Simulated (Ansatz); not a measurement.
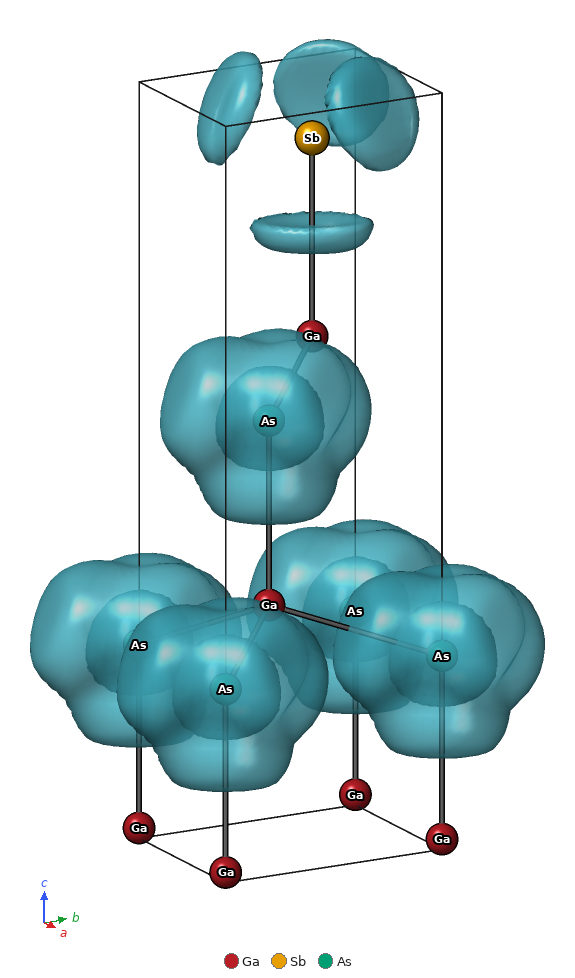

The picture shows: Ga$_{3}$SbAs$_{2}$. Isosurface of the ELF at 0.6 (cyan), seen slightly off an axis. Only the valence region is drawn (cores and ρ < 0.01 e/Å³ removed). Sticks mark near contacts.

Space group P3m1; a structure generated by program, which may or may not match a known phase; computed pressure about −3 GPa in this cell.

Method: DFT PBEsol, scalar-relativistic, plane waves, PAW (Ansatz 0.2.0).

In a PAW calculation such maps are meaningful between the atoms, not at the nuclei.

Input file:

```
crystal:
  lattice:
    - [4.1776494912, 0.0, 0.0]
    - [-2.0888247456, 3.6179505875, 0.0]
    - [0.0, 0.0, 10.2389541437]
  atoms:
    - { symbol: Ga, position: [0.0, 0.0, 0.0137059193] }
    - { symbol: Ga, position: [0.6666666667, 0.3333333333, 0.3330412304] }
    - { symbol: Ga, position: [0.3333333333, 0.6666666667, 0.6541308704] }
    - { symbol: Sb, position: [0.3333333333, 0.6666666667, 0.9162203774] }
    - { symbol: As, position: [0.0, 0.0, 0.256091627] }
    - { symbol: As, position: [0.6666666667, 0.3333333333, 0.5768099756] }
basis:
  ecutwfc: 420
kpoints:
  mp_grid: { grid: [12, 12, 4] }
  band_path:
    path:
      - [[0.0, 0.0, 0.0], [0.5, 0.0, 0.0], [0.33333333, 0.33333333, 0.0], [0.0, 0.0, 0.0], [0.0, 0.0, 0.5], [0.5, 0.0, 0.5], [0.33333333, 0.33333333, 0.5], [0.0, 0.0, 0.5]]
      - [[0.5, 0.0, 0.5], [0.5, 0.0, 0.0]]
      - [[0.33333333, 0.33333333, 0.5], [0.33333333, 0.33333333, 0.0]]
    npoints: 14
hamiltonian:
  xc: pbesol
scf:
  occupations: { method: gaussian, width: 0.1 }
  n_extra_bands: 15
output:
  forces: true
  stress: true
  eigenvalues: true
  populations: true
  dos: { projected: true, de: 0.02, nscf_kmesh: { grid: [15, 15, 5] } }
  bader: true
  write_density: true
  write_potential: true
  elf: true
  volumetric_format: npy
```

Run with:

```sh
ansatz run input.yaml --threads 1 --pin off --max-ram 2560MiB --backend cpu --events-out ev --progress --plain --runs-dir out
```

Below, planes, directions and counts refer to the conventional cell (a = 4.18 Å, b = 4.18 Å, c = 10.24 Å, α = 90.00°, β = 90.00°, γ = 120.00°).

Identify the bonds, lone pairs and shells in this picture.

Answer. The ELF exceeds this value in four regions between bonded Ga–Sb atoms and two regions on As in which the atom's valence shell and bonds are merged, counted in one cell of 6 atoms. Regions shared between cells count once.

Values along the shortest contacts:
Ga–As (2.48 Å): the ELF peaks at about 0.80 between the atoms. Ga–Sb (2.61 Å): the ELF peaks at about 0.70 between the atoms.
